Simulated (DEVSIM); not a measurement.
Device: abrupt Si n-p junction, at 300 K.

```csv
layer (left to right),material,thickness (μm),Nd (cm⁻³),Na (cm⁻³),τn (s),τp (s)
1,Si,1.20,6.9e17,-,3.9e-7,3.9e-7
2,Si,7.30,-,3.7e15,3.9e-7,3.9e-7
```

Left contact: ohmic. Right contact: ohmic. Voltage is applied to the left contact. Recombination: SRH at mid-gap, Auger. Mobility is constant in doping.

The device is made up for the run: typed textbook-type constants, with dimensions and the other settings drawn at random. Values at 300 K.

```
parameter           Si
-------------  -------
gap (eV)         1.124
affinity (eV)     4.05
permittivity      11.7
Nc (cm⁻³)      2.86e19
Nv (cm⁻³)       3.1e19
μn (cm²/Vs)       1417
μp (cm²/Vs)        470
Cn (cm⁶/s)     2.8e-31
Cp (cm⁶/s)     9.9e-32
```

DEVSIM, 1D drift-diffusion, Boltzmann statistics, complete ionisation; no tunnelling, impact ionisation, image-force lowering or self-heating.

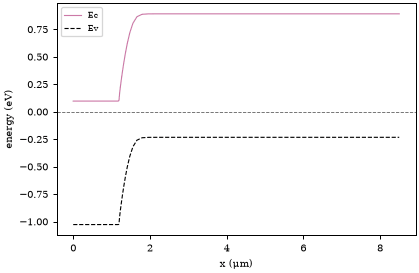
Figure. Band edges at zero bias

Energies count from the Fermi level of the right contact; mesh points crowd at the junctions.

```csv
x (μm),Ec (eV),Ev (eV),n (cm⁻³),p (cm⁻³),field (V/cm)
0.000,0.096,-1.028,6.9e17,170,≈ 0
0.02563,0.096,-1.028,6.9e17,170,≈ 0
0.07749,0.096,-1.028,6.9e17,170,≈ 0
0.1824,0.096,-1.028,6.9e17,170,≈ 0
0.5059,0.096,-1.028,6.9e17,170,≈ 0
0.8493,0.096,-1.028,6.9e17,170,≈ 0
1.039,0.096,-1.028,6.9e17,170,≈ 0
1.153,0.096,-1.028,6.9e17,170,≈ 0
1.189,0.100,-1.024,5.9e17,200,8000
1.209,0.164,-0.960,5.0e16,2300,35000
1.245,0.268,-0.856,9.2e14,130000,26000
1.359,0.529,-0.595,3.7e10,3.1e9,20000
1.557,0.804,-0.320,880000,1.3e14,8400
1.966,0.890,-0.234,32000,3.7e15,52
3.266,0.890,-0.234,31000,3.7e15,≈ 0
5.400,0.890,-0.234,31000,3.7e15,≈ 0
7.018,0.890,-0.234,31000,3.7e15,≈ 0
7.798,0.890,-0.234,31000,3.7e15,≈ 0
8.250,0.890,-0.234,31000,3.7e15,≈ 0
8.392,0.890,-0.234,31000,3.7e15,≈ 0
8.460,0.890,-0.234,31000,3.7e15,≈ 0
8.500,0.890,-0.234,31000,3.7e15,≈ 0
```
